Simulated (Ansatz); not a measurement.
Si2H6S and related structures: several calculations on one system

**1. Relaxation**

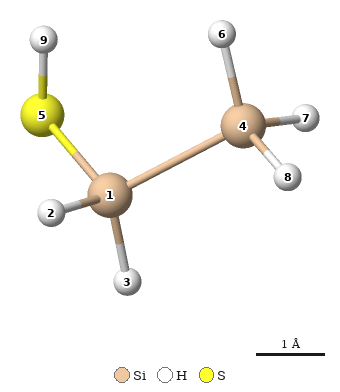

Starting structure of Si₂H₆S. The picture is a ball-and-stick view, seen from a free direction.

It is one of the separated products of a reaction.

Method: Ansatz 0.2.0, RKS PBE0-D4/def2-TZVP.

The input:
```yaml
crystal:
  periodic: [false, false, false]
  atoms:
    - {symbol: Si, position_ang: [-0.554755, 0.856737, -0.973830]}
    - {symbol: H, position_ang: [-0.266922, 2.085358, -1.763653]}
    - {symbol: H, position_ang: [-2.028086, 0.689662, -0.883277]}
    - {symbol: Si, position_ang: [0.429295, 0.987752, 1.142993]}
    - {symbol: S, position_ang: [0.114472, -0.905644, -2.001082]}
    - {symbol: H, position_ang: [1.909186, 0.952543, 0.984232]}
    - {symbol: H, position_ang: [0.005900, -0.168273, 1.974346]}
    - {symbol: H, position_ang: [0.053070, 2.253821, 1.829088]}
    - {symbol: H, position_ang: [1.422234, -0.651634, -1.824313]}
basis:
  gaussian: {orbitals: def2-TZVP}
hamiltonian: {xc: pbe0, dispersion: d4}
relax: {f_tol: 0.005, max_steps: 200}
```

Command:
```bash
ansatz run in.yaml --threads 4 --pin off --events-out ev --progress --plain --max-ram 9574MiB
```

Q: What does the optimiser find from here?

A: The energy falls by 0.02 kJ/mol in 5 geometry steps. Largest force component: 0.021 eV/Å at the start, 0.0037 eV/Å at the end. H9 moves most after the best rigid fit: 0.027 Å. Largest moves by element: H 0.027 Å, S 0.016 Å, Si 0.004 Å. The run took 12 s on 4 threads of Arm Neoverse V1 (shared host).

Final geometry:

```xyz
9

Si   -0.5520    0.8543   -0.9735
H    -0.2601    2.0787   -1.7685
H    -2.0259    0.6923   -0.8813
Si    0.4283    0.9901    1.1449
S     0.1121   -0.9153   -1.9882
H     1.9087    0.9539    0.9921
H     0.0022   -0.1675    1.9739
H     0.0510    2.2542    1.8342
H     1.4200   -0.6405   -1.8492
```

**2. Relaxation**

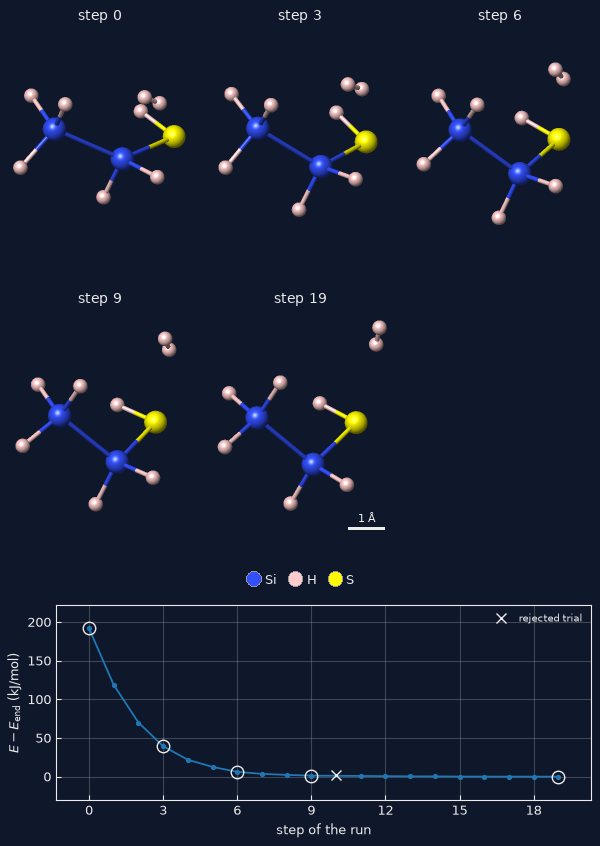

Frames of a relaxation of Si2H8S (started from a transition state, displaced along its imaginary mode), marked on the history of the run. The picture is a ball-and-stick view, seen from a free direction.

Method: RKS PBE0-D4/def2-TZVP (Ansatz 0.2.0).

Input
```yaml
crystal:
  periodic: [false, false, false]
  atoms:
    - {symbol: Si, position_ang: [-0.533491, 0.236533, -0.606893]}
    - {symbol: H, position_ang: [-0.264947, -1.507819, 0.124881]}
    - {symbol: H, position_ang: [-0.271724, 1.409729, -1.417186]}
    - {symbol: H, position_ang: [-2.000327, -0.012905, -0.534094]}
    - {symbol: Si, position_ang: [0.333127, 0.874027, 1.538022]}
    - {symbol: H, position_ang: [-0.268240, -1.664812, -0.562569]}
    - {symbol: S, position_ang: [-0.002162, -1.231438, -2.374727]}
    - {symbol: H, position_ang: [1.788644, 0.570985, 1.532380]}
    - {symbol: H, position_ang: [-0.291901, 0.144894, 2.676127]}
    - {symbol: H, position_ang: [0.172252, 2.341392, 1.766535]}
    - {symbol: H, position_ang: [1.338970, -1.160687, -2.142278]}
basis:
  gaussian: {orbitals: def2-TZVP}
hamiltonian: {xc: pbe0, dispersion: d4}
relax: {f_tol: 0.005, max_steps: 200}
```

Run as
```bash
ansatz run in.yaml --threads 4 --pin off --events-out ev --progress --plain --max-ram 9574MiB
```

> What happens along the run?

After 18 accepted moves (19 points after the start) the energy has fallen by 191.7 kJ/mol. The largest force component goes from 4 to 0.0029 eV/Å. The line search rejected the trial step at point 10 of the run. The atom that moves furthest after the best rigid fit is H2 (1.99 Å). Largest moves by element: H 1.99 Å, Si 0.74 Å, S 0.55 Å. Near-neighbour distances that change, for instance: Si1–H2 1.911 → 4.583 Å, Si1–H6 1.920 → 3.975 Å, H6–S7 1.882 → 3.184 Å, Si1–S7 2.358 → 2.147 Å. Among the angles between lasting bonds that change: Si5–Si1–S7 138.9° → 110.4°, H3–Si1–S7 92.5° → 111.3°, H3–Si1–Si5 102.7° → 110.7°. Groups turn about Si1–Si5 by about 20°. The run took 43 s on 4 threads of Arm Neoverse V1, on a shared host. From step 0 to 3: H2 moves most (0.55 Å), energy −152.3 kJ/mol. From step 3 to 6: H2 moves most (0.59 Å), energy −33.2 kJ/mol. From step 6 to 9: H2 moves most (0.51 Å), energy −4.97 kJ/mol. From step 9 to 19: H2 moves most (0.49 Å), energy −1.24 kJ/mol.

**3. Reaction**

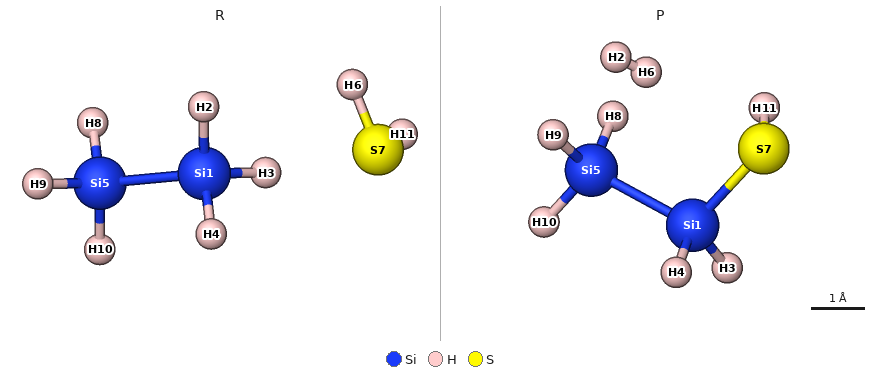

Reactant (R) and product (P) of one elementary step of Si$_{2}$H$_{8}$S. Style: ball-and-stick. Shown at a tilt.

Stationary points at PBE0-D4/def2-TZVP, single-point energies with CCSD(T)/CBS (def2-TZVPP where no basis is named; Ansatz 0.2.0). The energies are electronic, without zero-point or thermal terms, and both ends are the minima reached downhill from the saddle, with any fragments still in contact. CCSD(T)/CBS stands for a frozen-core estimate: MP2 correlation extrapolated from def2-TZVPP and def2-QZVPP, CCSD(T) minus MP2 from the smaller set.

R:
```xyz
11

Si   -0.1798    0.1385    0.1311
H     0.1662   -1.2935    0.3352
H     0.6810    0.6922   -0.9480
H    -1.6049    0.2463   -0.2735
Si    0.1873    1.3252    2.1150
H     0.0415   -2.7952   -2.4368
S    -0.6177   -1.8614   -3.1388
H     1.6138    1.2214    2.5270
H    -0.6593    0.7825    3.2121
H    -0.1453    2.7641    1.9316
H     0.5174   -1.2202   -3.4547
```

P:
```xyz
11

Si   -0.5491    0.8968   -0.9404
H    -0.6130   -3.2971    0.9064
H    -0.2607    2.1624   -1.6693
H    -2.0222    0.7157   -0.8760
Si    0.4080    0.9370    1.1924
H    -0.4446   -2.8738    0.3140
S     0.1456   -0.8119   -2.0389
H     1.8900    0.9192    1.0508
H    -0.0170   -0.2588    1.9645
H     0.0141    2.1676    1.9311
H     1.4492   -0.5574   -1.8343
```

Question: Predict the saddle point between them and the barrier.

Answer: Counted by bonded pieces, R holds H₂S + Si₂H₆ and P holds H₂ + Si₂H₆S. From R over the saddle to P, bonds form: Si1–S7 (3.86 → 2.52 → 2.15 Å), H2–H6 (3.16 → 1.07 → 0.75 Å). Bonds break: Si1–H2 (1.49 → 1.70 → 4.58 Å), H6–S7 (1.34 → 1.59 → 3.18 Å). The saddle has one imaginary mode, 1289i cm⁻¹. With CCSD(T)/CBS the barrier is 52.1 kcal/mol from R and 59.9 kcal/mol from P, and P lies 7.8 kcal/mol below R.

Saddle geometry:

```xyz
11

Si   -0.5789    0.1950   -0.4784
H    -0.3180   -1.3632    0.1621
H    -0.2463    1.3182   -1.4167
H    -2.0500    0.0122   -0.4951
Si    0.3337    0.9048    1.5673
H    -0.1724   -1.6858   -0.8461
S     0.0173   -1.3363   -2.3854
H     1.7882    0.5758    1.5559
H    -0.2972    0.1635    2.6931
H     0.1958    2.3715    1.7920
H     1.3280   -1.1559   -2.1485
```

The saddle point in the same view, with dashed sticks for the bonds that form or break:

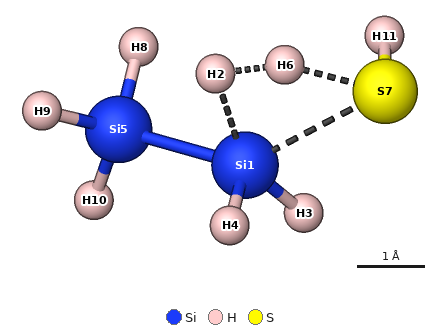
